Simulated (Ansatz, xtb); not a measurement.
**Ligand exchange: C4H10 + Si(SH)4 → C4H10S + SiH(SH)3**

Species: C4H10 (isobutane) `CC(C)C`, singlet; Si(SH)4, singlet; C4H10S (isobutyl mercaptan) `CC(C)CS`, singlet; SiH(SH)3, singlet. The partners trade H for SH: C–H and Si–SH bonds give way to C–SH and Si–H.

Shapes, held fixed at every level: PBE0-D4/def2-TZVP. Flexible molecules stand in one conformer, not always the lowest. Programs: Ansatz 0.2.0, xtb 6.7.1, xtb 6.7.1 later snapshot. Electronic energies: no zero-point or thermal term.

| level | kind | ΔE (kJ/mol) | less CCSD(T)/CBS estimate |
| --- | --- | --- | --- |
| GFN0-xTB | semi-empirical | +43.6 | -78.1 |
| PBE-D4/def2-TZVPP | GGA | +125.7 | +4.0 |
| B3LYP-D4/def2-TZVPP | global hybrid | +125.3 | +3.6 |
| wB97X-V/def2-TZVPP | range-separated hybrid | +120.2 | -1.5 |
| MP2/def2-TZVPP | perturbation theory | +126.9 | +5.2 |
| CCSD(T)/def2-TZVPP | coupled cluster or CI | +120.1 | -1.6 |
| CCSD/def2-TZVPP | coupled cluster or CI | +119.0 | -2.7 |
| CCSD(T)/CBS estimate | coupled cluster or CI | +121.7 | 0.0 |

The highest level, CCSD(T)/CBS estimate, gives ΔE = +121.7 kJ/mol; the levels span +43.6 to +126.9. GFN0-xTB strays far from the other rows. The column of differences is taken from that level and isn't an error. No measured value is set beside it here. The CBS estimate extrapolates MP2 from def2-TZVPP and def2-QZVPP and adds CCSD(T) − MP2 in the triple-zeta set, cores frozen.

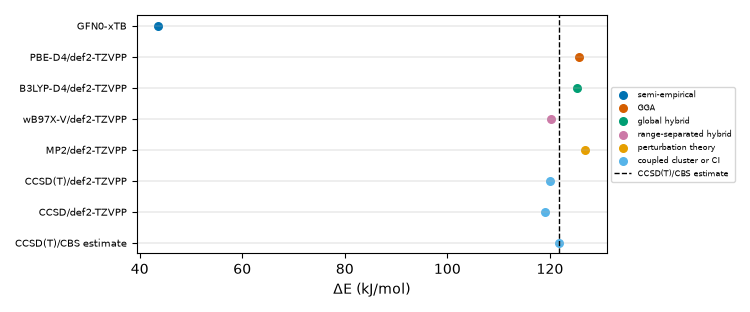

The values of the table, level by level.
